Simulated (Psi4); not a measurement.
# CH5BN2 (SMILES NC1BN1) at wB97M-V/cc-pVDZ

Aim: the energy change on altering one bond length of CH5BN2 at wB97M-V/cc-pVDZ, from 2 runs. 

The results are computed with Psi4 1.11.

5 further runs of the same task are left out: 2 that didn't finish, 3 set aside as unsound or not needed.

### 1 The molecule

The species is CH5BN2 (9 atoms), meant as a singlet with charge 0. SMILES: `NC1BN1`. The coordinates come from a PBE0-D4/def2-TZVP relaxation. This is one conformer, not always the lowest.

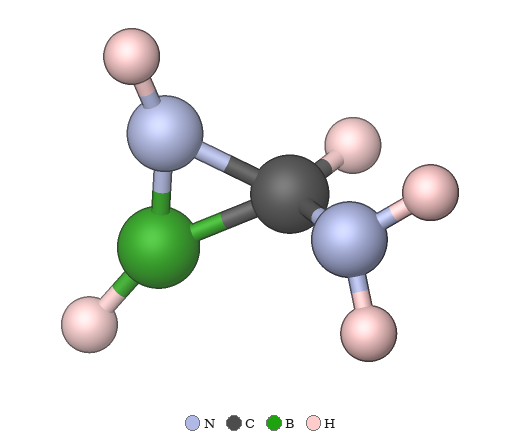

Viewed from a chosen angle; nitrogen light blue, carbon dark grey, boron green, hydrogen pink.

### 2 A single-point energy at wB97M-V/cc-pVDZ

Contents of run.py:

```python
import psi4

psi4.set_memory(1600000000)
psi4.set_num_threads(1)
psi4.core.set_output_file('run.log', False)

geom = psi4.geometry("""
0 1
N
C 1 1.431465
B 2 1.560899 1 121.14361
N 3 1.341366 2 60.15119 1 102.25478
H 1 1.009819 2 112.44766 4 121.88666
H 1 1.010229 5 108.53045 2 -125.36534
H 2 1.091739 1 115.08833 5 -100.3457
H 3 1.184465 4 144.91064 2 176.40044
H 4 1.003753 3 156.37523 8 11.59516
units angstrom
symmetry c1
""")

psi4.set_options({
    'basis': 'cc-pVDZ',
    'puream': True,
    'e_convergence': 1e-09,
    'd_convergence': 1e-08,
    'scf_type': 'pk',
    'dft_radial_points': 99,
    'dft_spherical_points': 590,
})

e, wfn = psi4.energy("wb97m-v", return_wfn=True)
print('E =', round(e, 9))
for k, v in sorted(psi4.core.scalar_variables().items()):
    print(f'{k:45s} {v:18.10f}')
```

Started as:

```sh
$ python run.py
```

run.log:

```text
[...]
  Running in c1 symmetry.
[...]
  Nuclear repulsion =  109.448329653300206
[...]
  Multiplicity = 1
[...]
  Nalpha       = 15
  Nbeta        = 15
[...]
    Number of basis functions: 81
[...]
   @RKS iter   1:  -175.16516222071832   -3.55600e-01   7.93539e-03 DIIS/ADIIS
[...]
   @RKS iter  12:  -175.36291790915814   -1.32445e-11   7.14594e-09 DIIS
[...]
    Orbital Energies [Eh]
    ---------------------
    Doubly Occupied:
       1A    -14.513630     2A    -14.486279     3A    -10.387482
       4A     -6.904953     5A     -1.052183     6A     -0.967304
       7A     -0.744945     8A     -0.650367     9A     -0.584109
      10A     -0.555273    11A     -0.536814    12A     -0.456245
      13A     -0.381974    14A     -0.361605    15A     -0.327497
[...]
  @RKS Final Energy:  -175.36291790915814
   => Energetics <=
    Nuclear Repulsion Energy =            109.4483296533002061
    One-Electron Energy =                -452.8001921503481526
    Two-Electron Energy =                 185.5422071350101021
    DFT Exchange-Correlation Energy =     -17.6719597606376375
    Empirical Dispersion Energy =           0.0000000000000000
    VV10 Nonlocal Energy =                  0.1186972135173129
    Total Energy =                       -175.3629179091581420
[...]
 Multipole Moments:
 ------------------------------------------------------------------------------------
     Multipole            Electronic (a.u.)      Nuclear  (a.u.)        Total (a.u.)
 ------------------------------------------------------------------------------------
 L = 1.  Multiply by 2.5417464519 to convert [e a0] to [Debye]
 Dipole X            :          0.6473526           -0.5549484            0.0924042
 Dipole Y            :         -1.2164069            1.6361283            0.4197214
 Dipole Z            :          1.6292498           -1.7305423           -0.1012925
 Magnitude           :                                                    0.4415481
[...]
```

On the terminal:

```text
E = -175.362917909
CURRENT ENERGY                                   -175.3629179092
CURRENT REFERENCE ENERGY                         -175.3629179092
DD SOLVATION ENERGY                                 0.0000000000
DFT FUNCTIONAL TOTAL ENERGY                      -175.3629179092
DFT TOTAL ENERGY                                 -175.3629179092
DFT VV10 ENERGY                                     0.1186972135
DFT XC ENERGY                                     -17.6719597606
GRID ELECTRONS ALPHA                               15.0000000959
GRID ELECTRONS BETA                                15.0000000959
GRID ELECTRONS TOTAL                               30.0000001918
NUCLEAR REPULSION ENERGY                          109.4483296533
ONE-ELECTRON ENERGY                              -452.8001921503
PCM POLARIZATION ENERGY                             0.0000000000
PE ENERGY                                           0.0000000000
SCF ITERATION ENERGY                             -175.3629179092
SCF ITERATIONS                                     12.0000000000
SCF TOTAL ENERGY                                 -175.3629179092
TWO-ELECTRON ENERGY                               185.5422071350
XC GRID RADIAL POINTS                              99.0000000000
XC GRID SPHERICAL POINTS                          590.0000000000
XC GRID TOTAL POINTS                           497852.0000000000
```

Run time: 2.2 min. Hardware: 1 thread of Intel Xeon 6975P-C (Granite Rapids), shared host; peak memory 1.1 GiB.

### 3 The distorted shape, same level

Contents of input.inp:

```
memory 1.6 GB

molecule system {
  N      0.68548303     1.88960896    -1.06780675
  C     -0.27279708    -0.51336678    -0.27733432
  B      1.53264726    -2.62400189     0.71571676
  N      0.16883191    -1.25546223     2.35656596
  H      1.89698645     1.74410005    -2.53499012
  H     -1.11474944     3.48200936    -1.68639159
  H     -2.16668061    -0.96690105    -0.95839161
  H      3.08789186    -4.22063149     0.51068148
  H     -0.32684325    -0.56249966     4.05127234
  units au
  symmetry c1
  no_reorient
  no_com
}

set basis cc-pVDZ
set puream true
set e_convergence 1e-09
set d_convergence 1e-08
set scf_type pk
set dft_radial_points 99
set dft_spherical_points 590

E, wfn = energy("wb97m-v", return_wfn=True)
print_variables()
```

Started as:

```sh
$ psi4 input.inp input.out -n 1
```

input.out:

```text
[...]
  Running in c1 symmetry.
[...]
  Nuclear repulsion =  108.231898842404320
[...]
  Multiplicity = 1
[...]
  Nalpha       = 15
  Nbeta        = 15
[...]
    Number of basis functions: 81
[...]
   @RKS iter   1:  -175.10719119872803   -4.57344e-01   8.00917e-03 ADIIS/DIIS
[...]
   @RKS iter  13:  -175.32255580136635   -6.16751e-12   6.26946e-09 DIIS
[...]
    Orbital Energies [Eh]
    ---------------------
    Doubly Occupied:
       1A    -14.516055     2A    -14.509130     3A    -10.390005
       4A     -6.907787     5A     -1.052226     6A     -0.948557
       7A     -0.741773     8A     -0.650810     9A     -0.561654
      10A     -0.540824    11A     -0.526379    12A     -0.457139
      13A     -0.380658    14A     -0.360043    15A     -0.326025
[...]
  @RKS Final Energy:  -175.32255580136635
   => Energetics <=
    Nuclear Repulsion Energy =            108.2318988424043198
    One-Electron Energy =                -450.4168810781459342
    Two-Electron Energy =                 184.3357743878297867
    DFT Exchange-Correlation Energy =     -17.5918916740533469
    Empirical Dispersion Energy =           0.0000000000000000
    VV10 Nonlocal Energy =                  0.1185437205988150
    Total Energy =                       -175.3225558013663488
[...]
 Multipole Moments:
 ------------------------------------------------------------------------------------
     Multipole            Electronic (a.u.)      Nuclear  (a.u.)        Total (a.u.)
 ------------------------------------------------------------------------------------
 L = 1.  Multiply by 2.5417464519 to convert [e a0] to [Debye]
 Dipole X            :        -13.7436620           13.3832634           -0.3603986
 Dipole Y            :         12.4670054          -12.2851058            0.1818996
 Dipole Z            :        -10.3270674           10.3180729           -0.0089946
 Magnitude           :                                                    0.4038013
[...]
```

Run time: 2.3 min. Hardware: 1 thread of Intel Xeon 6975P-C (Granite Rapids), shared host; peak memory 1.1 GiB.

### 4 Summary of results

Level: wB97M-V/cc-pVDZ.

```
                                                         quantity          value
                                        first shape: total energy  -175.36292 Eh
                                       first shape: dipole moment         1.12 D
                                         first shape: HOMO energy       -8.91 eV
                                         first shape: LUMO energy        2.72 eV
                                       first shape: HOMO–LUMO gap       11.63 eV
                                    distorted shape: total energy  -175.32256 Eh
                                   distorted shape: dipole moment         1.03 D
                                     distorted shape: HOMO energy       -8.87 eV
                                     distorted shape: LUMO energy        2.37 eV
                                   distorted shape: HOMO–LUMO gap       11.24 eV
energy change with the N1–H6 bond stretched from 1.010 to 1.313 Å       1.098 eV
```

What this shows: With the N1–H6 bond stretched from 1.010 to 1.313 Å the energy rises by 1.10 eV (25 kcal/mol). The first shape isn't relaxed at this level, so the change isn't measured from a minimum.
